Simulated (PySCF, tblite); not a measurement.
# H9NO2Si3: dynamics, then NMR shifts on frames, part 2 of 2

tblite 0.8.0 and PySCF 2.14.0. Atoms count from 0. Earlier steps stand in the parts before.

### 5 NMR shieldings: 625 fs, PBE0/pcSseg-1

What the job is given:

```
{"job": {"kind": "nmr", "xc": "PBE0", "basis": "pcSseg-1", "pop": false}, "charge": 0, "multiplicity": 1}
N     -0.578500     2.301200     0.015300
Si    -0.711700     0.725700    -0.628100
O      0.857600     0.278200    -0.846900
Si     2.210800     0.303900     0.078300
Si    -1.970300    -0.524500     0.819400
O     -1.716500    -2.049700     0.152600
H     -0.065000     2.862500    -0.625200
H     -1.386100     2.811300     0.308800
H     -1.116700     0.563200    -2.071400
H      3.106700    -0.388200    -0.792500
H      1.913700    -0.395300     1.319900
H      2.602900     1.731200     0.208400
H     -3.358600     0.000500     0.689600
H     -1.775600    -0.771900     2.255500
H     -2.288400    -2.780700     0.001900
```

With the program's defaults for keys left out, this is: GIAO PBE0/pcSseg-1 NMR shielding, non-relativistic, gas phase.

Output:

```text
coarse grid: 13688 points
cycle   1  E = -1078.2840388168  dE =  5.843e-01  |g| = 1.103e+00  |ddm| = 3.486e+00
cycle   2  E = -1077.8372955501  dE =  4.467e-01  |g| = 1.862e+00  |ddm| = 2.812e+00
cycle   3  E = -1078.5006320194  dE = -6.633e-01  |g| = 1.474e-01  |ddm| = 2.168e+00
cycle   4  E = -1078.5034367337  dE = -2.805e-03  |g| = 9.224e-02  |ddm| = 1.845e-01
cycle   5  E = -1078.5050935598  dE = -1.657e-03  |g| = 1.203e-02  |ddm| = 7.761e-02
cycle   6  E = -1078.5051211903  dE = -2.763e-05  |g| = 3.904e-03  |ddm| = 1.330e-02
cycle   7  E = -1078.5051236060  dE = -2.416e-06  |g| = 1.268e-03  |ddm| = 3.756e-03
final grid: 117536 points
cycle   8  E = -1078.5547929860  dE = -8.826e-06  |g| = 1.041e-02  |ddm| = 1.551e-02
cycle   9  E = -1078.5547629918  dE =  2.999e-05  |g| = 1.634e-02  |ddm| = 1.974e-02
cycle  10  E = -1078.5548122280  dE = -4.924e-05  |g| = 7.459e-04  |ddm| = 1.277e-02
cycle  11  E = -1078.5548123212  dE = -9.313e-08  |g| = 2.974e-04  |ddm| = 9.199e-04
cycle  12  E = -1078.5548123373  dE = -1.609e-08  |g| = 5.005e-05  |ddm| = 2.643e-04
cycle  13  E = -1078.5548123377  dE = -4.493e-10  |g| = 1.808e-05  |ddm| = 6.383e-05
converged SCF energy = -1078.5548123377

GIAO shielding tensors (ppm)
atom      isotropic    diamagn.    paramagn.     s11        s22        s33       span
  0 N      237.970     317.358     -79.388    206.548    251.949    255.412     48.864
  1 Si     362.687     880.427    -517.740    321.379    369.396    397.286     75.907
  2 O      305.840     400.821     -94.981    252.711    300.676    364.133    111.422
  3 Si     387.378     880.385    -493.006    350.844    360.535    450.756     99.912
  4 Si     382.525     878.645    -496.120    311.876    349.313    486.386    174.510
  5 O      362.614     390.335     -27.721    303.973    350.800    433.069    129.096
  6 H       31.555      31.246       0.308     24.603     28.494     41.567     16.964
  7 H       31.528      30.777       0.751     25.059     27.321     42.204     17.145
  8 H       25.545      29.441      -3.896     22.234     23.665     30.736      8.503
  9 H       26.913      29.971      -3.058     23.172     25.147     32.420      9.248
 10 H       26.491      30.630      -4.139     22.887     25.445     31.141      8.255
 11 H       26.169      29.362      -3.193     22.322     25.343     30.842      8.521
 12 H       26.286      28.173      -1.887     23.032     25.900     29.925      6.893
 13 H       25.851      28.960      -3.109     22.469     24.721     30.362      7.893
 14 H       31.718      31.446       0.272     22.937     24.798     47.420     24.483
```

It took 17 s on 1 thread of Arm Neoverse V1, shared host; peak memory 0.87 GiB.

In short: δ N0 29.8, Si1 -13.5, Si4 -33.4, Si3 -38.2, H8 6.17, H13 5.87 ppm.

### 6 NMR shieldings: 800 fs, PBE0/pcSseg-1

What the job is given:

```
{"job": {"kind": "nmr", "xc": "PBE0", "basis": "pcSseg-1", "pop": false}, "charge": 0, "multiplicity": 1}
N     -0.856100     2.340200     0.518100
Si    -0.678300     0.871000    -0.361500
O      0.916700     0.421300    -0.283100
Si     2.334900    -0.003900     0.291600
Si    -2.131200    -0.692100     0.489300
O     -1.749400    -2.051500    -0.230000
H     -0.300800     3.174700     0.437800
H     -1.805700     2.527600     0.902900
H     -0.578600     1.121800    -1.880300
H      2.873700    -0.692000    -0.801900
H      2.199100    -0.752500     1.485000
H      3.066400     1.250500     0.589400
H     -3.533100    -0.146900     0.271800
H     -2.058900    -1.067600     1.905300
H     -2.212300    -2.863300    -0.136900
```

Level: GIAO PBE0/pcSseg-1 NMR shielding, non-relativistic, gas phase.

Output:

```text
coarse grid: 13688 points
cycle   1  E = -1078.2833852899  dE =  6.476e-01  |g| = 1.098e+00  |ddm| = 3.518e+00
cycle   2  E = -1077.8920951357  dE =  3.913e-01  |g| = 1.789e+00  |ddm| = 2.549e+00
cycle   3  E = -1078.4949766490  dE = -6.029e-01  |g| = 1.404e-01  |ddm| = 1.932e+00
cycle   4  E = -1078.4973629711  dE = -2.386e-03  |g| = 8.953e-02  |ddm| = 1.667e-01
cycle   5  E = -1078.4988620818  dE = -1.499e-03  |g| = 1.058e-02  |ddm| = 7.076e-02
cycle   6  E = -1078.4988841237  dE = -2.204e-05  |g| = 1.826e-03  |ddm| = 1.099e-02
cycle   7  E = -1078.4988845706  dE = -4.469e-07  |g| = 9.692e-04  |ddm| = 2.126e-03
final grid: 117536 points
cycle   8  E = -1078.5483186894  dE = -9.814e-06  |g| = 1.053e-02  |ddm| = 1.465e-02
cycle   9  E = -1078.5482893424  dE =  2.935e-05  |g| = 1.637e-02  |ddm| = 1.884e-02
cycle  10  E = -1078.5483383537  dE = -4.901e-05  |g| = 6.820e-04  |ddm| = 1.207e-02
cycle  11  E = -1078.5483384287  dE = -7.497e-08  |g| = 2.883e-04  |ddm| = 8.446e-04
cycle  12  E = -1078.5483384431  dE = -1.446e-08  |g| = 5.216e-05  |ddm| = 2.469e-04
cycle  13  E = -1078.5483384437  dE = -5.434e-10  |g| = 1.029e-05  |ddm| = 6.082e-05
converged SCF energy = -1078.5483384437

GIAO shielding tensors (ppm)
atom      isotropic    diamagn.    paramagn.     s11        s22        s33       span
  0 N      233.623     318.620     -84.996    198.944    242.910    259.015     60.071
  1 Si     372.266     879.190    -506.924    341.030    383.982    391.786     50.756
  2 O      301.418     400.138     -98.720    231.907    304.776    367.572    135.665
  3 Si     397.195     881.490    -484.295    358.547    365.050    467.987    109.440
  4 Si     392.426     879.544    -487.118    322.183    359.070    496.025    173.841
  5 O      346.292     388.337     -42.045    290.835    349.124    398.918    108.083
  6 H       30.221      30.421      -0.200     23.396     26.608     40.661     17.265
  7 H       30.321      28.774       1.548     23.553     27.556     39.854     16.301
  8 H       24.934      28.716      -3.782     21.173     23.783     29.845      8.671
  9 H       27.097      30.899      -3.803     23.156     25.308     32.826      9.670
 10 H       26.983      31.413      -4.430     23.380     25.665     31.904      8.524
 11 H       26.357      29.539      -3.182     22.767     25.019     31.286      8.519
 12 H       26.111      27.597      -1.486     22.783     25.676     29.874      7.090
 13 H       26.149      29.817      -3.668     22.896     24.873     30.677      7.780
 14 H       31.523      30.954       0.569     22.812     25.516     46.241     23.429
```

Wall time 17 s (1 thread of Arm Neoverse V1, shared host); peak memory 0.8 GiB.

Key values: δ N0 34.1, Si1 -23.1, Si4 -43.3, Si3 -48.0, H8 6.78, H12 5.61 ppm.

### 7 Nuclear shieldings: 1000 fs, PBE0/pcSseg-1

What the job is given:

```
{"job": {"kind": "nmr", "xc": "PBE0", "basis": "pcSseg-1", "pop": false}, "charge": 0, "multiplicity": 1}
N     -1.065200     2.307100     0.363400
Si    -0.441400     0.839900    -0.390200
O      1.153000     0.790900    -0.128900
Si     2.599100     0.162000     0.218600
Si    -1.690700    -0.755900     0.655700
O     -1.549500    -2.010100    -0.426800
H     -0.611500     3.224700     0.299000
H     -2.055300     2.364700     0.511400
H     -0.435400     0.907200    -1.865600
H      2.441400    -1.282500    -0.139200
H      2.845500     0.347400     1.672700
H      3.633400     0.941300    -0.538500
H     -3.164600    -0.497100     0.864800
H     -1.311200    -1.218700     2.005100
H     -2.132700    -2.795400    -0.403600
```

Method: GIAO PBE0/pcSseg-1 NMR shielding, non-relativistic, gas phase.

Output:

```text
coarse grid: 13688 points
cycle   1  E = -1078.3041755897  dE =  4.888e-01  |g| = 1.081e+00  |ddm| = 3.485e+00
cycle   2  E = -1077.9274764396  dE =  3.767e-01  |g| = 1.761e+00  |ddm| = 2.335e+00
cycle   3  E = -1078.5105344978  dE = -5.831e-01  |g| = 1.182e-01  |ddm| = 1.731e+00
cycle   4  E = -1078.5122766894  dE = -1.742e-03  |g| = 7.685e-02  |ddm| = 1.517e-01
cycle   5  E = -1078.5134336635  dE = -1.157e-03  |g| = 1.167e-02  |ddm| = 6.686e-02
cycle   6  E = -1078.5134606402  dE = -2.698e-05  |g| = 2.270e-03  |ddm| = 1.178e-02
cycle   7  E = -1078.5134613615  dE = -7.212e-07  |g| = 1.109e-03  |ddm| = 2.454e-03
final grid: 117536 points
cycle   8  E = -1078.5628823562  dE = -9.007e-06  |g| = 1.032e-02  |ddm| = 1.575e-02
cycle   9  E = -1078.5628535288  dE =  2.883e-05  |g| = 1.610e-02  |ddm| = 1.860e-02
cycle  10  E = -1078.5629013418  dE = -4.781e-05  |g| = 5.736e-04  |ddm| = 1.193e-02
cycle  11  E = -1078.5629013973  dE = -5.549e-08  |g| = 2.456e-04  |ddm| = 7.652e-04
cycle  12  E = -1078.5629014084  dE = -1.114e-08  |g| = 6.013e-05  |ddm| = 2.350e-04
cycle  13  E = -1078.5629014091  dE = -6.848e-10  |g| = 1.351e-05  |ddm| = 6.129e-05
converged SCF energy = -1078.5629014091

GIAO shielding tensors (ppm)
atom      isotropic    diamagn.    paramagn.     s11        s22        s33       span
  0 N      235.039     318.921     -83.882    186.053    255.047    264.017     77.964
  1 Si     370.855     879.039    -508.184    339.917    374.125    398.523     58.606
  2 O      307.672     400.057     -92.385    241.660    314.148    367.209    125.549
  3 Si     394.085     879.559    -485.473    350.720    371.613    459.923    109.203
  4 Si     381.665     879.533    -497.869    327.116    338.358    479.519    152.402
  5 O      336.492     389.349     -52.857    272.093    342.821    394.562    122.470
  6 H       30.296      29.314       0.982     23.321     26.808     40.759     17.438
  7 H       31.549      30.806       0.743     24.658     28.302     41.686     17.029
  8 H       25.709      29.821      -4.112     22.274     24.387     30.467      8.192
  9 H       25.805      29.572      -3.767     22.102     24.899     30.414      8.311
 10 H       26.141      29.202      -3.062     22.825     24.750     30.847      8.022
 11 H       25.994      27.924      -1.929     22.726     24.374     30.883      8.157
 12 H       26.046      28.690      -2.643     22.832     25.397     29.909      7.077
 13 H       26.175      29.971      -3.796     23.592     24.972     29.961      6.369
 14 H       30.624      29.238       1.385     22.392     25.005     44.475     22.083
```

Run time: 17 s. Hardware: 1 thread of Arm Neoverse V1, shared host; peak memory 0.8 GiB.

In short: δ N0 32.7, Si1 -21.7, Si4 -32.5, Si3 -44.9, H8 6.01, H9 5.91 ppm.

### 8 Side by side: NMR shifts

Shifts (ppm) of some atoms, chosen among heavy atoms and hydrogens apart, with basis size and wall time:

| frame | H7 | H14 | N0 | Si4 | Si3 | O2 | O5 | functions | time |
| --- | --- | --- | --- | --- | --- | --- | --- | --- | --- |
| 250 fs | 0.65 | -0.05 | 31.0 | -21.8 | -57.9 | 50.0 | -7.8 | 168 | 17 s |
| 425 fs | -0.79 | -0.94 | 16.5 | -34.1 | -40.2 | 16.4 | -12.8 | 168 | 17 s |
| 625 fs | 0.19 | 0.00 | 29.8 | -33.4 | -38.2 | 30.2 | -26.5 | 168 | 17 s |
| 800 fs | 1.40 | 0.19 | 34.1 | -43.3 | -48.0 | 34.7 | -10.2 | 168 | 17 s |
| 1000 fs | 0.17 | 1.09 | 32.7 | -32.5 | -44.9 | 28.4 | -0.4 | 168 | 17 s |

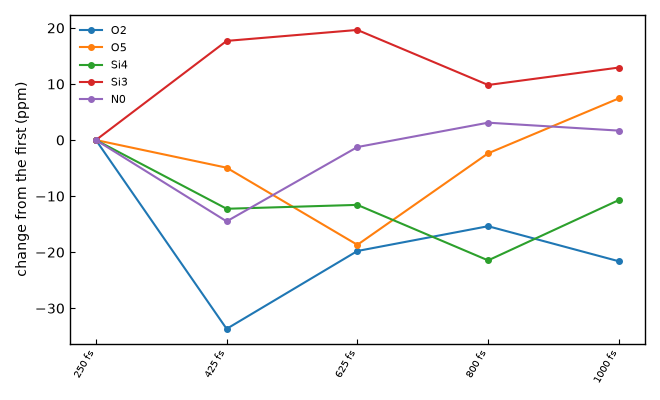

How five of the tabulated atoms move from run to run.

### 9 Summary of results

What follows sums up all 2 parts.

| quantity | value |
| --- | --- |
| thermostat | 200 K |
| mean temperature, second half | 193 K |
| mean potential energy above the minimum | 0.30 eV |
| 1H shifts against TMS (PBE0/pcSseg-1, 250 fs) | 6.12, 5.56, 5.25, 5.06, 5.01, 4.97, 0.65, 0.30, -0.05 ppm |
| 15N shifts against NH3 (PBE0/pcSseg-1, 250 fs) | 31.0 ppm |
| 29Si shifts against TMS (PBE0/pcSseg-1, 250 fs) | -21.8, -30.8, -57.9 ppm |
| 17O shifts against H2O (PBE0/pcSseg-1, 250 fs) | 50.0, -7.8 ppm |
| range of the shift of O2 | 16.4 to 50.0 ppm |

**Reading.** In the second half the potential energy averages 0.30 eV above the minimum; equipartition over 39 harmonic modes at 200 K would give 0.34 eV. With 15 atoms the temperature swings widely (97 to 308 K). Shifts at one fixed geometry are not the observed spectrum, which averages over the motion. In the first frame run (250 fs): Shielding is most anisotropic at O2 (span 142 ppm, paramagnetic term -114 ppm). Across the 5 runs the shift of O2 moves most, between 16.4 (425 fs) and 50.0 ppm (250 fs).
